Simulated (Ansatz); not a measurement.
**A ladder of methods for GeH2 (SMILES [GeH2])**

GeH2 has 3 atoms, charge 0, and is taken as a singlet. SMILES: `[GeH2]`. The coordinates come from a PBE0-D4/def2-TZVP relaxation.

```xyz
3

Ge   -0.5701    0.4051   -0.2637
H     0.7830    0.7436    0.5090
H    -0.2129   -1.1487   -0.2453
```

Quantity: the energy change with the Ge1–H3 bond stretched from 1.594 to 2.392 Å, in eV. The values are calculated.

```csv
level,kind,program,value (eV),less FCI/STO-3G,CPU time (all runs)
HF/STO-3G (restricted),Hartree–Fock,Ansatz,3.90,+1.26,0.31 s
SVWN5/STO-3G (restricted),LDA,Ansatz,3.08,+0.44,2.6 s
r2SCAN/STO-3G (restricted),meta-GGA,Ansatz,3.15,+0.51,7.5 s
BHLYP/STO-3G (restricted),global hybrid,Ansatz,3.47,+0.83,1.4 s
wB97M-V/STO-3G (restricted),range-separated hybrid,Ansatz,3.42,+0.78,18 s
B2PLYP/STO-3G (restricted),double hybrid,Ansatz,3.19,+0.55,2 s
MP2/STO-3G (restricted),perturbation theory,Ansatz,3.26,+0.62,0.33 s
CCSD/STO-3G (restricted),coupled cluster or CI,Ansatz,2.65,+0.01,0.55 s
FCI/STO-3G,exact in the basis,Ansatz,2.64,0.00,0.91 s
```

FCI/STO-3G is exact within its basis and frozen core, so for wave-function methods in that basis the difference is their error; functionals converge differently with the basis, so for them it is only a difference. A spin-restricted reference rises too steeply as a bond breaks; here HF/STO-3G, SVWN5/STO-3G, r2SCAN/STO-3G, BHLYP/STO-3G, wB97M-V/STO-3G, B2PLYP/STO-3G, MP2/STO-3G lie well above the multireference or unrestricted value. All-electron rows without a relativistic Hamiltonian named are non-relativistic. The first shape isn't each level's own minimum. The values span 2.64 to 3.90 eV. All rows use very small basis sets, so none should be taken for the real molecule's value. In the correlated wave-function rows the outer d shell of Ge is correlated, in sets not made for it. Times are those of the runs behind each value, whatever else they computed, on shared processors of several kinds: orders of magnitude only.

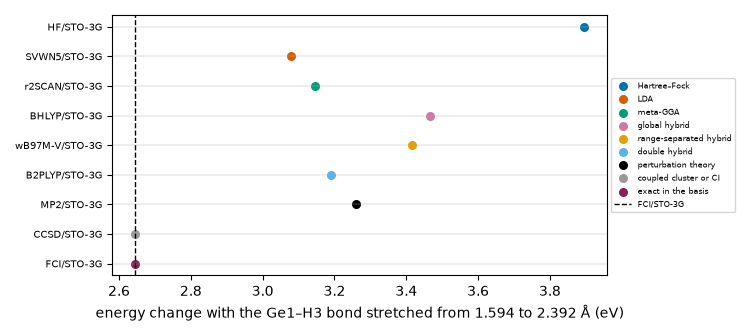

The values of the table, level by level.
